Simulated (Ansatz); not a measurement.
Input file:

```
crystal:
  periodic: [false, false, false]
  atoms:
    - { symbol: Ga, position_ang: [0.0, 0.0, 0.0] }
    - { symbol: O, position_ang: [0.0, 0.0, 2.14] }
    - { symbol: H, position_ang: [-0.9095, -0.2814, 2.4771] }
    - { symbol: O, position_ang: [1.5501, 0.0, -0.895] }
    - { symbol: H, position_ang: [1.85, -0.9519, -1.0499] }
    - { symbol: O, position_ang: [-1.5501, 0.0, -0.895] }
    - { symbol: H, position_ang: [-2.0598, -0.8467, -0.6865] }
    - { symbol: H, position_ang: [0.0838, 1.7726, 0.5897] }
    - { symbol: H, position_ang: [0.0648, 1.3714, 1.5381] }
basis:
  gaussian: { orbitals: def2-SVP }
hamiltonian:
  xc: r2scan
relax:
  f_tol: 0.15
  max_steps: 25
  restrain:
    - { distance: [0, 7], at: 1.57, k: 30.0 }
    - { distance: [8, 1], at: 1.01, k: 30.0 }
    - { distance: [0, 1], at: 2.99, k: 30.0 }
    - { distance: [8, 7], at: 1.86, k: 30.0 }
output:
  orbitals: {}
```

Command:

```sh
ansatz run input.yaml --threads 4 --pin off --max-ram 5120MiB --backend cpu --events-out ev --progress --plain --runs-dir out
```

The fields are those of the run's last geometry, not of the input's.

Not at a stationary point (largest force 1.0 eV/Å).

Theory: RKS r2SCAN/def2-SVP in Ansatz.

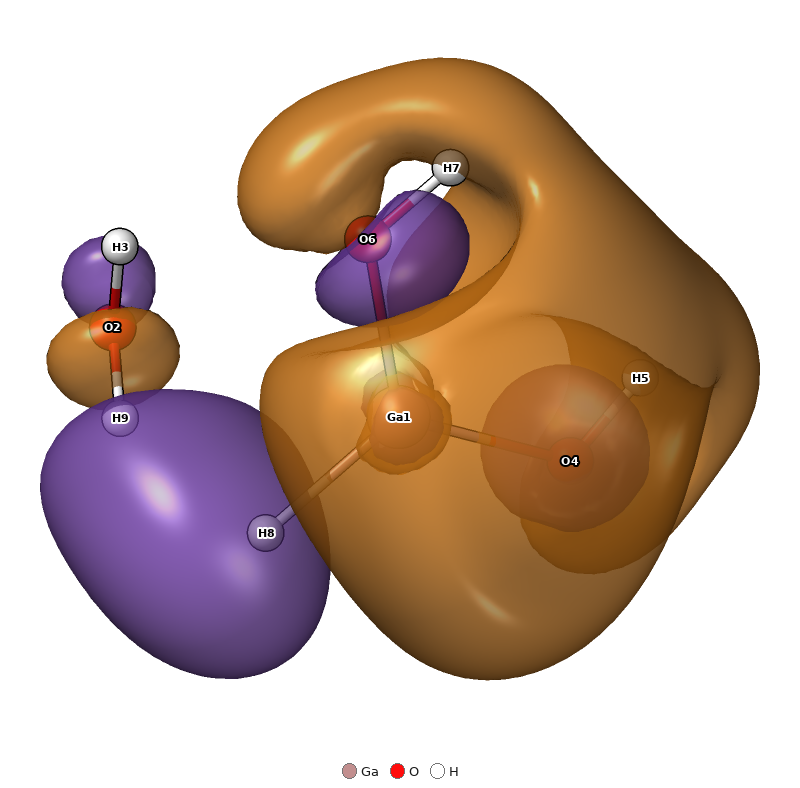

GaH3O2···H2O. The LUMO at ±0.06 Å⁻³ᐟ² (orange and purple are the two phases), seen at a tilt.

**Describe this orbital and give its energy.**

Its weight (Hirshfeld) is mainly on Ga1 (about 50 %), O4 (about 15 %), O6 (about 10 %) and H8 (about 10 %). Its energy is −0.86 eV.
